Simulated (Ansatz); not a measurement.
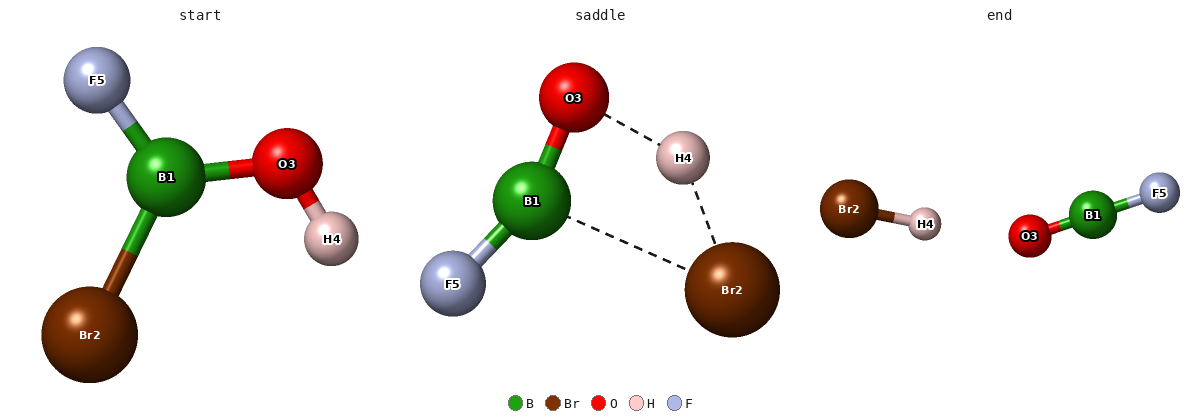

One elementary step of BHOBrF: start, first-order saddle point (changing pairs dashed) and end. Electronic energies at PBE0-D4/def2-TZVP geometries, energies in def2-TZVPP, the Ansatz code 0.2.0; cores frozen in correlated methods, no zero-point terms. Start and end are the structures at the ends of the path (complexes, where there are several molecules). On heavy atoms the filled d shell below the valence is correlated. Lines between the levels only guide the eye.

Which bonds change in the step?

Answer. Br2–H4 (2.86 → 1.59 → 1.43 Å) forms; B1–Br2 (1.93 → 2.50 → 4.46 Å) and O3–H4 (0.96 → 1.42 → 1.96 Å) break (lengths at start, saddle and end; changes of bond order aren't listed). The imaginary mode at the saddle is 961.3i cm⁻¹ (PBE0-D4).

What are the heights of saddle and end over the start, in kcal/mol? Levels: CCSD(T).

Answer.
```csv
level,barrier,reverse barrier,step energy
CCSD(T),55.1,15.4,39.7
```

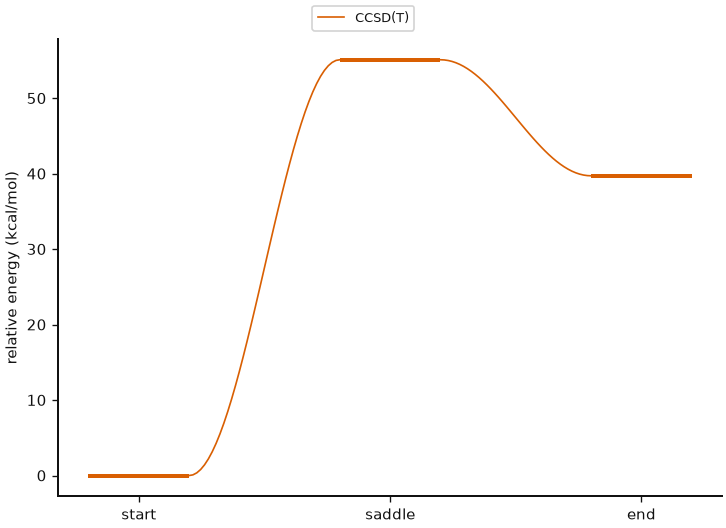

Caveats, for all or some of the runs: no scalar relativity up to krypton.
